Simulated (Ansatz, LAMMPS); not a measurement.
# Glassy 85GeO2-15Li2O (mol %) (78 atoms): a single point, part 2 of 2

What does DFT give for glassy 85GeO2-15Li2O (mol %) (78 atoms) as built?

Ansatz 0.2.0; Kohn-Sham DFT, PBE, PAW (set soft_2), plane waves.

The cell: 22 Ge, 8 Li and 48 O. The quench rate of 100 K/ps is many orders above laboratory rates. The network of bonds at the start is that of the classical potential that made the cell. Sampling is at Γ alone, for a cell whose shortest periodic width is 10 Å.

So far. Step 3 (Plane-wave single point): About 28 of the 620 electrons lie in deeper levels, below the stored range.

### Step 3. Plane-wave single point (continued)

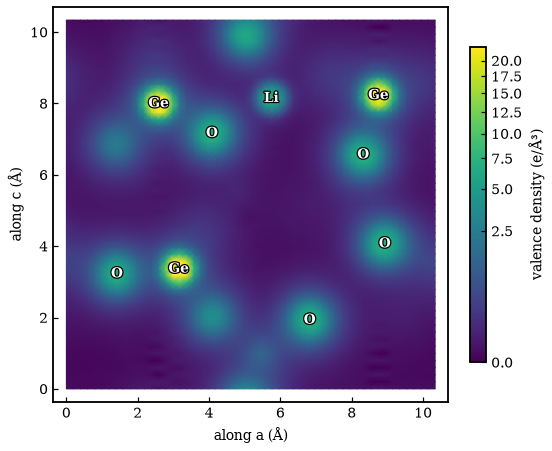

Valence density in the ac plane at fractional y = 0.677, with atoms of Ge and Li and O within 0.2 Å of it. It is the smooth field of the valence electrons, not physical close to the nuclei. The map starts off the cell's origin, so that atoms lie inside it. The colour scale is stretched toward low values.

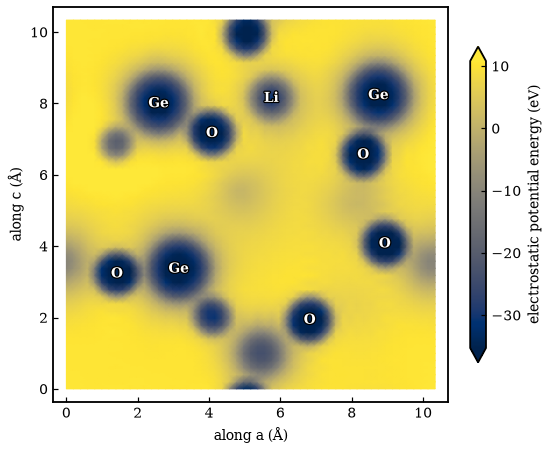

Electrostatic potential energy in the ac plane at fractional y = 0.677, with atoms of Ge and Li and O within 0.2 Å of it. With pseudopotentials it is smooth inside the atoms' cores, unlike the true potential. The map starts off the cell's origin, so that atoms lie inside it.

Mean Löwdin charges: Ge +1.61, Li +0.80, O -0.80 e (they miss 0.55 % of the electrons, so they add up to more than the cell's charge). The largest share in the top eV of filled states is O p (96 % of the projected weight), and in the lowest eV of empty states Ge s (45 % of the projected weight).

### Step 4. Structure statistics

These statistics describe the geometry on which the runs were made.

Density 3.64 g/cm³, 14.16 Å³ an atom.

g(r), total and by pair (bins of 0.2 Å):

```csv
r (Å),total,O-O,O-Ge,O-Li,Ge-Ge,Ge-Li,Li-Li
1.60,1.09,0.00,3.14,0.00,0.00,0.00,0.00
1.80,3.18,0.00,9.02,0.34,0.00,0.00,0.00
2.00,0.74,0.00,0.32,4.95,0.00,0.00,0.00
2.20,0.12,0.00,0.00,0.95,0.00,0.00,0.00
2.40,0.19,0.19,0.00,0.98,0.00,0.00,0.00
2.60,0.78,1.77,0.00,0.36,0.00,0.35,3.98
2.80,1.46,3.48,0.05,0.29,0.00,0.93,3.38
3.00,1.18,2.05,0.05,1.38,0.39,2.46,3.10
3.20,0.88,0.66,0.44,0.78,1.94,3.90,0.00
3.40,0.92,0.56,0.47,0.59,4.16,2.38,0.00
3.60,0.86,0.88,0.96,0.97,0.43,0.59,0.00
3.80,0.84,0.53,1.23,1.37,0.13,0.51,0.00
4.00,1.09,0.67,1.70,1.00,0.79,0.94,0.87
4.20,1.15,0.67,1.71,1.51,1.02,0.57,0.00
4.40,1.14,0.70,1.66,1.72,0.75,0.39,0.00
4.60,1.06,0.72,1.56,1.01,0.86,0.69,0.67
4.80,0.92,0.96,0.67,1.15,1.09,1.41,0.59
5.00,0.94,1.31,0.55,0.69,1.37,0.80,0.54
```

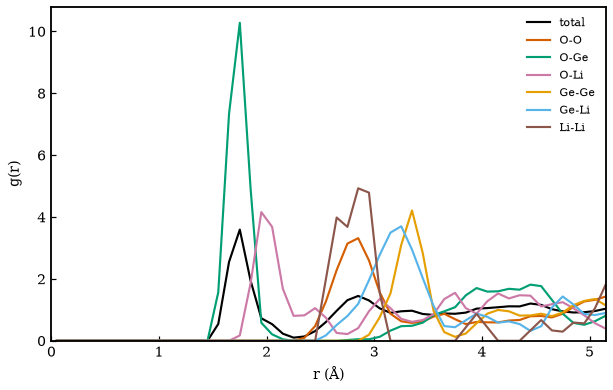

Pair distribution functions, lightly smoothed.

Bonds by pair of elements; cutoffs follow the first minimum of g(r), held within bounds set by covalent radii, and pairs that aren't listed don't count as bonded:

```csv
pair A-B,cutoff (Å),bonds,mean length (Å),spread (Å),shortest (Å),B about A,A about B
O-Ge,2.27,90,1.74,0.065,1.63,1.88,4.09
O-Li,2.33,23,2.02,0.118,1.84,0.479,2.88
```

The cutoff for O-Li falls short of the minimum of g(r), so counts run low and odd coordinations can be artefacts.

How many atoms have how many bonded neighbours:

```csv
element,mean,2,3,4,5
Ge,4.09,0,0,20,2
Li,2.88,2,5,1,0
O,2.35,32,15,1,0
```

Bond angles, per cent of each kind in bins of 5°:

```csv
angle (°),O-Ge-O,Ge-O-Ge,Ge-O-Li,O-Li-O
70–75,0.0,0.0,0.0,4.3
75–80,0.0,0.0,0.0,0.0
80–85,1.4,0.0,2.8,0.0
85–90,2.9,0.0,2.8,8.7
90–95,3.6,0.0,5.6,8.7
95–100,10.7,0.0,13.9,13.0
100–105,17.1,0.0,5.6,13.0
105–110,17.9,0.0,16.7,17.4
110–115,20.7,0.0,11.1,0.0
115–120,16.4,0.0,5.6,4.3
120–125,6.4,2.4,11.1,4.3
125–130,0.7,7.1,8.3,13.0
130–135,0.0,11.9,8.3,0.0
135–140,0.7,7.1,0.0,4.3
140–145,0.0,9.5,2.8,0.0
145–150,0.0,16.7,0.0,0.0
150–155,0.0,7.1,5.6,4.3
155–160,0.0,14.3,0.0,4.3
160–165,0.7,7.1,0.0,0.0
165–170,0.0,7.1,0.0,0.0
170–175,0.0,7.1,0.0,0.0
175–180,0.7,2.4,0.0,0.0
```

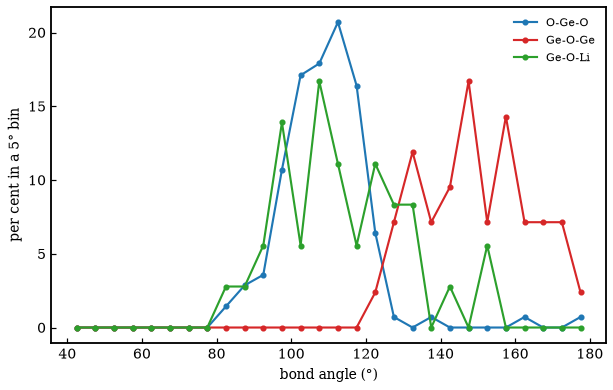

Distributions of the most common bond angles.

Bond angles (no mean is given where the spread exceeds 20°):

```csv
angle,count,mean (°),spread (°)
O-Ge-O,140,109,11.8
Ge-O-Ge,42,149,14
Ge-O-Li,36,114,16.6
O-Li-O,23,-,-
Li-O-Li,5,91.8,10
```

Oxygen atoms by the number of network formers (Si, P, Ge, B, Al, As, Ga) bound to them:

```csv
network formers bound to O,O atoms,per cent
0,0,0
1,6,12.5
2,42,87.5
```

Network units: each former by its oxygen neighbours and how many of them bridge to another former:

```csv
former,O neighbours,bridging O,atoms
Ge,4,2,1
Ge,4,3,4
Ge,4,4,15
Ge,5,5,2
```

Bond length by coordination (bonds to H left out):

```csv
element,coordination,atoms,mean bond length (Å)
Ge,4,20,1.72
Ge,5,2,1.83
Li,2,2,1.96
Li,3,5,2.02
Li,4,1,2.12
O,2,32,1.73
O,3,15,1.87
O,4,1,2.01
```

Rings of the network by King's shortest-path rule, up to 12 atoms, one path for each pair of neighbours; H, halogens, alkali and alkaline-earth atoms are left out, and the last column divides by all other atoms, bonded or not:

```csv
ring size (atoms),rings,per network atom
8,4,0.057
10,6,0.086
12,8,0.114
```

For some of the pairs, g(r) has its first main peak near 2.8 Å (O-O), 1.7 Å (O-Ge), 2.0 Å (O-Li), 3.3 Å (Ge-Ge) and 3.2 Å (Ge-Li). The O-Ge-O angle averages 109° with a spread of 12°. 88 % of the oxygens bridge two formers (Ge) and 12 % are non-bridging. The commonest Ge unit has 4 oxygens, 4 of them shared with other formers (15 of 22 atoms). Rings of 12 atoms are the most common (44 % of those counted); sizes run from 8 to 12, where the search stops.

Local excerpt of 10 atoms (numbers count through the whole input) about Ge18, which bears the longest force; x, y, z are measured from there.

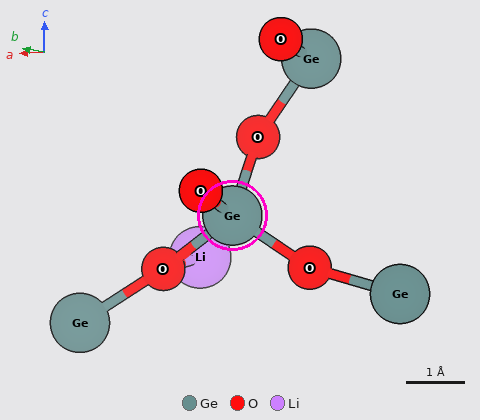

The atoms of the table, within 3.4 Å (arrows a, b, c point along x, y, z); some may hide others; the central atom is ringed.

```csv
atom,x,y,z,distance (Å),bonds,Löwdin charge (e),Fx,Fy,Fz (eV/Å)
Ge18,0.00,0.00,0.00,0.00,4,1.66,-0.26,3.83,-0.14
O36,-1.07,-0.87,-0.89,1.64,2,-0.76,-1.26,-1.50,-2.13
O78,0.13,-0.78,1.47,1.67,2,-0.75,1.76,-1.55,1.43
O71,1.44,0.14,-0.88,1.70,2,-0.78,1.12,-1.36,-0.25
O68,-0.68,1.65,0.24,1.80,2,-0.78,0.42,-0.10,0.31
Ge15,-0.91,-0.94,2.82,3.11,4,1.65,-0.46,-1.41,0.67
Li27,2.46,-2.01,-0.42,3.20,2,0.82,-0.31,-0.12,-0.11
Ge20,-2.59,-1.55,-1.36,3.31,5,1.60,0.26,1.90,0.95
Ge21,2.72,0.86,-1.84,3.40,4,1.63,-1.59,2.15,0.31
O44,-1.54,0.62,2.97,3.41,2,-0.76,-0.53,1.57,-1.19
```

The column of bonds counts only the pairs O-Ge within 2.27 Å, O-Li within 2.33 Å; other neighbours, such as metal atoms beside each other in a compound, aren't counted, and periodic images can show an atom twice.

### Step 5. Outcome

```yaml
free_energy_per_atom: -1581.5489 eV/atom
pressure: 8.118 GPa
r_m_s_force_component: 1.149 eV/Å
spacing_of_highest_filled_and_lowest_empty_level: 0.8367 eV
wall_time_of_the_1_dft_run: 9.1 s
```

**Reading.** Filled and empty levels are parted by 0.837 eV (at Γ alone); a semilocal functional tends to put such gaps too low. In a disordered cell it changes from sample to sample, and tail or defect levels can set it. 88 % of the oxygens bridge two formers (Ge) and 12 % are non-bridging.

Caveats: The force components of 1.1 eV/Å r.m.s. hold both thermal displacement and the mismatch between the potential that made the cell and DFT. The stress is far from hydrostatic: its diagonal is 6.7, 7.4, 10.2 GPa, compression counted positive. The classical run held zero pressure, yet DFT finds 8.1 GPa in this frame, which points to a density or bond lengths far off those of this functional.

[Logs are printed without paths, hosts, clocks, repeated set-up lines and the standing remarks that a program may print on its own settings, such as how far it seeks lower states.]

[Hosts, paths, dates, database ids (printed as entryN), source tags and the programs' standing remarks are cut or masked in the printed files.]
